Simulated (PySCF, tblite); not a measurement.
**C₃H₁₁NO₃Si: geometry, infrared bands and NMR shifts**

What infrared bands and NMR shifts should C₃H₁₁NO₃Si (`COC[Si@](N)(O)OC`) show?

Computed with tblite 0.8.0 and PySCF 2.14.0, with density-fitted response routines of our own, on a single molecule in the gas phase. Atoms count from 0, in the outputs and in this text.

## (1) Starting geometry

19 atoms, charge 0, multiplicity 1; geometry from: force field or distance geometry start.

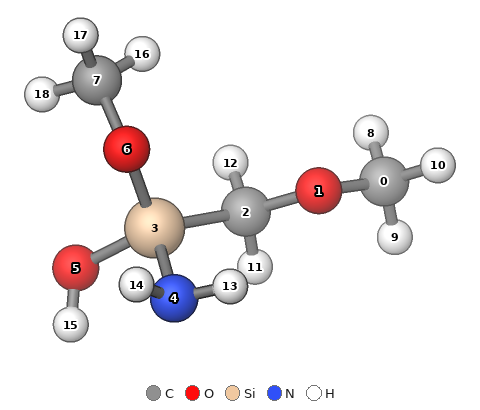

As it starts; carbon grey, oxygen red, silicon light orange, nitrogen blue, hydrogen white, atoms numbered; sticks join atoms by distance.

## (2) Relaxing the molecule with GFN2-xTB

What the job is given:

```
{"job": {"kind": "relax", "xc": "GFN2-xTB", "basis": "xTB"}, "charge": 0, "multiplicity": 1}
C      2.511600     1.183400     1.359800
O      1.421300     0.294000     1.110000
C      0.926900     0.414400    -0.217900
Si    -0.499200    -0.741600    -0.691800
N     -0.086400    -2.374300    -0.405400
O     -0.872500    -0.784000    -2.293200
O     -1.880400    -0.571600     0.205500
C     -2.608100     0.638500     0.102200
H      2.177900     2.219100     1.239900
H      3.332700     0.972500     0.689400
H      2.840300     1.044800     2.388500
H      1.737100     0.232300    -0.920400
H      0.565200     1.448800    -0.356000
H      0.388400    -2.399600     0.489600
H     -0.969800    -2.847500    -0.247800
H     -0.513000    -1.567000    -2.722900
H     -2.019200     1.495900     0.434100
H     -3.492200     0.554800     0.749400
H     -2.970500     0.796300    -0.920500
```

The run is started by

```bash
$ OMP_NUM_THREADS=1 python probes_run.py task.json out
```

This one command runs all jobs of the session in turn.

Standard output:

```text
step      E/eV     max force
  0    -787.73100    1.304
  1    -787.80335    0.802
  2    -787.86345    0.639
  3    -787.91712    0.625
  4    -787.97268    0.651
  5    -788.01443    0.555
  6    -788.04729    0.398
  7    -788.07155    0.410
  8    -788.08642    0.257
  9    -788.09391    0.195
 10    -788.09763    0.127
 11    -788.10020    0.154
 12    -788.10338    0.148
 13    -788.10655    0.140
 14    -788.10861    0.096
 15    -788.10984    0.091
 16    -788.11110    0.099
 17    -788.11294    0.124
 18    -788.11511    0.117
 19    -788.11702    0.120
 20    -788.11858    0.122
 21    -788.12041    0.124
 22    -788.12339    0.162
 23    -788.12758    0.187
 24    -788.13206    0.148
 25    -788.13586    0.121
 26    -788.13881    0.118
 27    -788.14067    0.265
 28    -788.14083    0.386
 29    -788.14428    0.089
 30    -788.14532    0.071
 31    -788.14656    0.066
 32    -788.14705    0.061
 33    -788.14797    0.052
 34    -788.14834    0.050
 35    -788.14858    0.034
 36    -788.14871    0.027
 37    -788.14879    0.019
 38    -788.14885    0.016
 39    -788.14889    0.016
 40    -788.14894    0.017
 41    -788.14900    0.024
 42    -788.14907    0.027
 43    -788.14915    0.024
 44    -788.14923    0.023
 45    -788.14930    0.020
 46    -788.14936    0.018
 47    -788.14941    0.015
 48    -788.14944    0.013
 49    -788.14945    0.009
```

Run time: 0.63 s. Hardware: 1 thread of Arm Neoverse N1, shared host.

The steps of the relaxation: (not every step is listed)

| step | energy from step 0 (eV) | largest force (eV/Å) |
| --- | --- | --- |
| 0 | 0.0000 | 1.3039 |
| 1 | -0.0724 | 0.8020 |
| 2 | -0.1324 | 0.6395 |
| 3 | -0.1861 | 0.6248 |
| 4 | -0.2417 | 0.6506 |
| 5 | -0.2834 | 0.5551 |
| 6 | -0.3163 | 0.3975 |
| 7 | -0.3406 | 0.4096 |
| 8 | -0.3554 | 0.2574 |
| 11 | -0.3692 | 0.1537 |
| 14 | -0.3776 | 0.0955 |
| 17 | -0.3819 | 0.1238 |
| 20 | -0.3876 | 0.1224 |
| 23 | -0.3966 | 0.1867 |
| 26 | -0.4078 | 0.1176 |
| 29 | -0.4133 | 0.0886 |
| 32 | -0.4161 | 0.0607 |
| 35 | -0.4176 | 0.0337 |
| 38 | -0.4179 | 0.0157 |
| 41 | -0.4180 | 0.0242 |
| 44 | -0.4182 | 0.0231 |
| 45 | -0.4183 | 0.0204 |
| 46 | -0.4184 | 0.0175 |
| 47 | -0.4184 | 0.0152 |
| 48 | -0.4184 | 0.0129 |
| 49 | -0.4185 | 0.0092 |

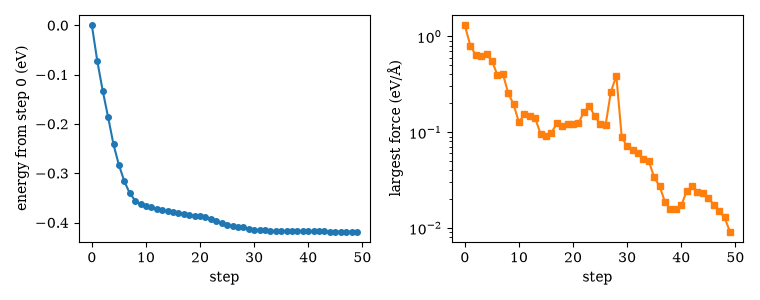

Energy and force, step by step.

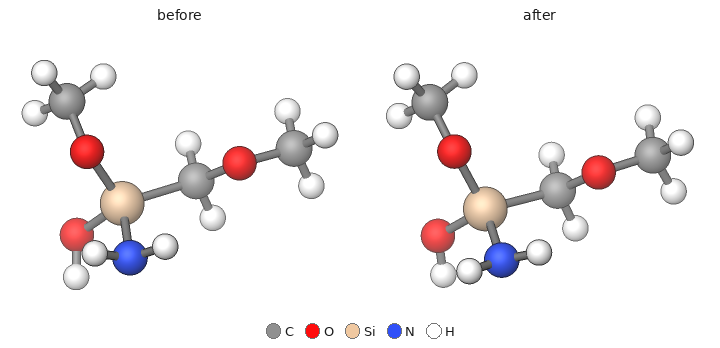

Before and after, at one scale.

Distances of close pairs at the start and the end, largest changes first:

| bond | before (Å) | after (Å) | change (Å) |
| --- | --- | --- | --- |
| Si3–O6 | 1.656 | 1.624 | -0.032 |
| C0–O1 | 1.429 | 1.401 | -0.028 |
| C0–H9 | 1.081 | 1.098 | +0.018 |
| C2–Si3 | 1.896 | 1.910 | +0.014 |
| O6–C7 | 1.416 | 1.403 | -0.013 |
| Si3–N4 | 1.708 | 1.720 | +0.012 |
| C2–H11 | 1.088 | 1.099 | +0.011 |
| O5–H15 | 0.963 | 0.953 | -0.010 |

The final coordinates are the input of the step that follows.

## (3) Harmonic vibrations with GFN2-xTB

What the job is given:

```
{"job": {"kind": "ir", "xc": "GFN2-xTB", "basis": "xTB"}, "charge": 0, "multiplicity": 1}
C      2.410991     1.099951     1.337461
O      1.368519     0.228179     0.996740
C      0.934121     0.379930    -0.342993
Si    -0.533747    -0.808983    -0.628636
N      0.010240    -2.380082    -0.186891
O     -0.992031    -0.779581    -2.200956
O     -1.844341    -0.399233     0.237643
C     -2.659830     0.736009     0.114399
H      2.103213     2.149642     1.236913
H      3.292162     0.935739     0.702765
H      2.668580     0.896835     2.375656
H      1.770376     0.173967    -1.025798
H      0.640005     1.425378    -0.519485
H      0.572735    -2.421678     0.647460
H     -0.674178    -3.119861    -0.163229
H     -0.440928    -1.192498    -2.859582
H     -2.125370     1.629570     0.444824
H     -3.534754     0.584009     0.747326
H     -2.975565     0.871957    -0.921079
```

Standard output:

```text
mode    cm-1     km/mol
  1      -4.8      0.70
  2      67.8      6.05
  3      79.6      2.28
  4      94.3      0.50
  5     111.9      0.26
  6     139.8      6.23
  7     190.1     12.32
  8     197.7      5.27
  9     226.2     13.06
 10     232.5      3.86
 11     252.5     56.83
 12     284.7     36.92
 13     292.0     66.82
 14     348.6     47.22
 15     391.2     31.21
 16     628.7    186.35
 17     693.7     36.28
 18     776.5     79.02
 19     785.8     10.36
 20     810.9    175.64
 21     858.2    237.31
 22     887.2    207.27
 23     942.3    231.42
 24     983.5     65.31
 25    1105.2     66.93
 26    1127.2      2.57
 27    1132.1    171.58
 28    1135.6      2.09
 29    1149.6     94.27
 30    1159.8      7.77
 31    1213.8     42.91
 32    1316.8      4.30
 33    1405.4      0.79
 34    1407.5      3.28
 35    1471.1      3.71
 36    1475.8      2.39
 37    1482.1      4.10
 38    1493.8      9.26
 39    1501.5      2.52
 40    1514.6     66.08
 41    2840.2     98.53
 42    2877.2     66.91
 43    2880.7     52.45
 44    2905.5     74.00
 45    2950.6     40.54
 46    2972.2     34.05
 47    2986.5     30.07
 48    3019.1     29.75
 49    3472.2      3.49
 50    3511.1      2.79
 51    3689.1     27.62
```

Run time: 1.2 s. Hardware: 1 thread of Arm Neoverse N1, shared host.

Which atoms move in the most intense modes:

| cm⁻¹ | km/mol | atoms |
| --- | --- | --- |
| 629 | 186.3 | H13 36 %, H14 34 %, N4 24 % |
| 811 | 175.6 | H15 38 %, O5 30 %, H13 11 % |
| 858 | 237.3 | H14 24 %, Si3 20 %, H15 16 %, H13 14 % |
| 887 | 207.3 | Si3 33 %, O5 21 %, H15 16 % |
| 942 | 231.4 | Si3 44 %, N4 33 % |
| 1132 | 171.6 | O6 40 %, C7 32 %, H17 12 % |
| 1150 | 94.3 | H17 32 %, O6 24 %, C7 20 %, H18 15 % |
| 2840 | 98.5 | H12 59 %, H11 32 % |

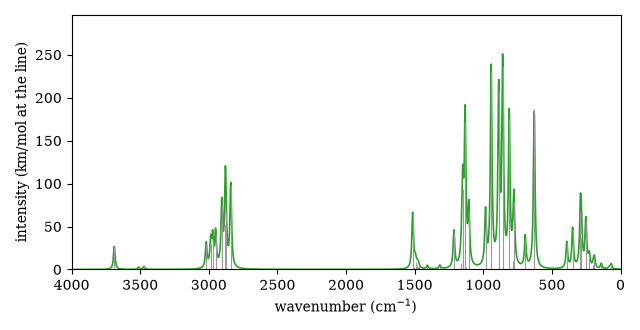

The infrared spectrum from these modes, unscaled. Lines are broadened to a width of 14 cm⁻¹ (Lorentzian).

## (4) NMR shieldings: PBE0/pcSseg-1

Same as in step 3 but for these lines:

```diff
@@ -1,2 +1,2 @@
-{"job": {"kind": "ir", "xc": "GFN2-xTB", "basis": "xTB"}, "charge": 0, "multiplicity": 1}
+{"job": {"kind": "nmr", "xc": "PBE0", "basis": "pcSseg-1"}, "charge": 0, "multiplicity": 1}
 C      2.410991     1.099951     1.337461
```

Level: GIAO PBE0/pcSseg-1 NMR shielding, non-relativistic, gas phase.

Standard output:

```text
coarse grid: 16024 points
cycle   1  E = -690.0500332486  dE =  9.887e-01  |g| = 1.072e+00  |ddm| = 3.771e+00
cycle   2  E = -689.8321236160  dE =  2.179e-01  |g| = 1.539e+00  |ddm| = 1.941e+00
cycle   3  E = -690.2551382786  dE = -4.230e-01  |g| = 1.170e-01  |ddm| = 1.263e+00
cycle   4  E = -690.2571900078  dE = -2.052e-03  |g| = 5.617e-02  |ddm| = 1.018e-01
cycle   5  E = -690.2577911873  dE = -6.012e-04  |g| = 1.053e-02  |ddm| = 3.938e-02
cycle   6  E = -690.2578089993  dE = -1.781e-05  |g| = 4.230e-03  |ddm| = 1.004e-02
cycle   7  E = -690.2578127105  dE = -3.711e-06  |g| = 6.402e-04  |ddm| = 3.516e-03
final grid: 149264 points
cycle   8  E = -690.3317082516  dE = -2.444e-05  |g| = 1.481e-02  |ddm| = 2.177e-02
cycle   9  E = -690.3316671856  dE =  4.107e-05  |g| = 2.129e-02  |ddm| = 2.007e-02
cycle  10  E = -690.3317481431  dE = -8.096e-05  |g| = 1.488e-03  |ddm| = 1.251e-02
cycle  11  E = -690.3317486343  dE = -4.913e-07  |g| = 1.788e-04  |ddm| = 1.356e-03
cycle  12  E = -690.3317486391  dE = -4.777e-09  |g| = 9.809e-05  |ddm| = 1.928e-04
cycle  13  E = -690.3317486406  dE = -1.514e-09  |g| = 2.898e-05  |ddm| = 7.741e-05
cycle  14  E = -690.3317486408  dE = -1.514e-10  |g| = 5.075e-06  |ddm| = 2.472e-05
converged SCF energy = -690.3317486408

GIAO shielding tensors (ppm)
atom      isotropic    diamagn.    paramagn.     s11        s22        s33       span
  0 C      121.477     244.031    -122.554     89.519     91.098    183.815     94.296
  1 O      335.498     401.041     -65.544    323.437    327.516    355.539     32.102
  2 C      122.343     258.138    -135.795     85.081     97.157    184.791     99.710
  3 Si     389.517     881.544    -492.026    362.058    396.254    410.240     48.181
  4 N      240.697     321.176     -80.479    222.890    228.833    270.368     47.478
  5 O      292.240     389.290     -97.050    271.987    286.431    318.303     46.317
  6 O      308.297     399.438     -91.141    263.616    324.497    336.778     73.161
  7 C      133.971     242.935    -108.965    107.487    109.195    185.231     77.744
  8 H       28.522      29.845      -1.323     24.635     26.448     34.482      9.846
  9 H       28.571      29.157      -0.586     24.690     26.343     34.680      9.990
 10 H       27.852      29.099      -1.247     23.756     25.088     34.714     10.958
 11 H       28.875      34.167      -5.292     25.669     28.012     32.943      7.273
 12 H       28.722      35.465      -6.743     26.008     28.076     32.083      6.075
 13 H       30.730      34.062      -3.332     23.207     28.306     40.677     17.470
 14 H       31.182      30.553       0.629     24.508     26.511     42.526     18.018
 15 H       30.151      31.583      -1.432     22.200     24.200     44.054     21.854
 16 H       27.877      30.755      -2.879     23.013     26.416     34.201     11.189
 17 H       27.802      27.690       0.112     23.336     25.267     34.802     11.466
 18 H       27.733      28.386      -0.653     22.965     25.919     34.313     11.348
```

Run time: 62 s. Hardware: 1 thread of Arm Neoverse N1, shared host; peak memory 0.91 GiB.

Shifts follow as δ = σ(reference) − σ, with reference shieldings (ppm) from runs at the same level and on the same kind of geometry: 1H TMS 31.72, 13C TMS 186.9, 29Si TMS 349.2, 15N NH3 267.7, 17O H2O 336.1. The references are single molecules in the gas phase, so shifts against H2O, NH3, PH3, H3PO4 or CFCl3 are not on the usual liquid scales and can be off by tens of ppm. Atoms listed in one row are averaged.

| atoms | environment | σ (ppm) | δ (ppm) | δ scaled to CDCl3 |
| --- | --- | --- | --- | --- |
| C0 | methyl carbon bonded to O | 121.5 | 65.4 | 62.0 |
| C2 | sp3 CH2 bonded to O and Si | 122.3 | 64.6 | 61.1 |
| C7 | methyl carbon bonded to O | 134.0 | 53.0 | 49.8 |
| H16, H17, H18 | hydrogen on a methyl carbon bonded to O | 27.80 | 3.91 | 3.79 |
| H8, H9, H10 | hydrogen on a methyl carbon bonded to O | 28.32 | 3.40 | 3.31 |
| H12 | hydrogen on an sp3 CH2 bonded to O and Si | 28.72 | 2.99 | 2.93 |
| H11 | hydrogen on an sp3 CH2 bonded to O and Si | 28.87 | 2.84 | 2.79 |
| H15 | hydrogen on an oxygen bonded to Si | 30.15 | 1.57 | – |
| H13, H14 | hydrogen on a nitrogen bonded to Si | 30.96 | 0.76 | – |
| O5 | oxygen bonded to Si, H | 292.2 | 43.8 | – |
| O6 | oxygen bonded to C, Si | 308.3 | 27.8 | – |
| O1 | ether oxygen | 335.5 | 0.6 | – |
| Si3 | silicon bonded to C, N, 2 O | 389.5 | -40.4 | – |
| N4 | nitrogen bonded to Si, 2 H | 240.7 | 27.0 | – |

The scaled column applies a straight-line fit of computed shieldings to shifts measured in CDCl3 (root-mean-square error 0.16 ppm for H, 1.9 ppm for C).

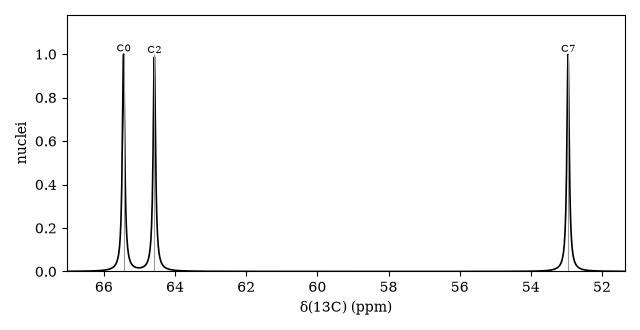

13C lines at the computed shifts, without couplings. Lines are broadened to a width of 0.08 ppm (Lorentzian).

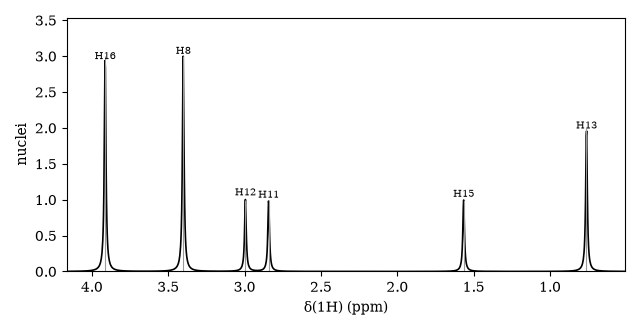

1H lines at the computed shifts, without couplings. Lines are broadened to a width of 0.01 ppm (Lorentzian).

Charges from the same density, by scheme (e):

| atoms | Mulliken | IAO | Hirshfeld | ESP fit |
| --- | --- | --- | --- | --- |
| C0 | -0.02 | -0.20 | -0.04 | -0.11 |
| O1 | -0.53 | -0.39 | -0.15 | -0.22 |
| C2 | -0.30 | -0.38 | -0.10 | -0.32 |
| Si3 | 1.23 | 1.52 | 0.49 | 0.98 |
| N4 | -0.63 | -0.86 | -0.33 | -1.03 |
| O5 | -0.56 | -0.80 | -0.32 | -0.68 |
| O6 | -0.63 | -0.65 | -0.24 | -0.44 |
| C7 | 0.00 | -0.19 | -0.03 | -0.11 |

Hirshfeld charges:

C0 -0.04; O1 -0.15; C2 -0.10; Si3 0.49; N4 -0.33; O5 -0.32; O6 -0.24; C7 -0.03; H8 0.03; H9 0.03; H10 0.05; H11 0.03; H12 0.03; H13 0.11; H14 0.12; H15 0.18; H16 0.04; H17 0.05; H18 0.04

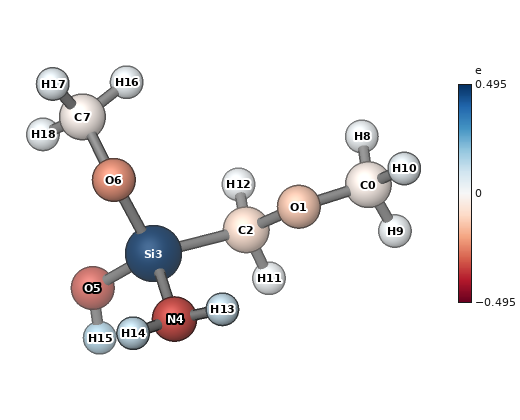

Hirshfeld charges, as colours on the atoms.

Mayer bond orders: C0–O1 0.94, O1–C2 0.89, C2–Si3 0.81, Si3–N4 1.08, Si3–O5 1.03, Si3–O6 1.02, O6–C7 0.89.

## (5) Outcome

| quantity | value |
| --- | --- |
| strongest single infrared mode (GFN2-xTB) | 858 cm⁻¹, 237 km/mol |
| zero-point energy (GFN2-xTB) | 93.6 kcal/mol |
| 13C shifts against TMS (PBE0/pcSseg-1) | 65.4, 64.6, 53.0 ppm |
| 1H shifts against TMS (PBE0/pcSseg-1, means over atoms taken as alike) | 3.91, 3.40, 2.99, 2.84, 1.57, 0.76 ppm |
| 17O shifts against H2O (PBE0/pcSseg-1) | 43.8, 27.8, 0.6 ppm |
| 29Si shifts against TMS (PBE0/pcSseg-1) | -40.4 ppm |
| 15N shifts against NH3 (PBE0/pcSseg-1) | 27.0 ppm |

**Reading.** Relaxing lowered the energy by 0.418 eV in 49 steps; the close pair that moved most is Si3–O6, from 1.656 to 1.624 Å. The lowest mode is slightly imaginary (5i cm⁻¹), a soft motion within the noise of the Hessian, so the minimum is not strictly shown. The strongest single mode, at 858 cm⁻¹, is spread over several atoms, H14, Si3, H15, H13 among them. Unscaled tight-binding wavenumbers are off by several per cent, some by more. Its intensities can rank the bands wrongly.
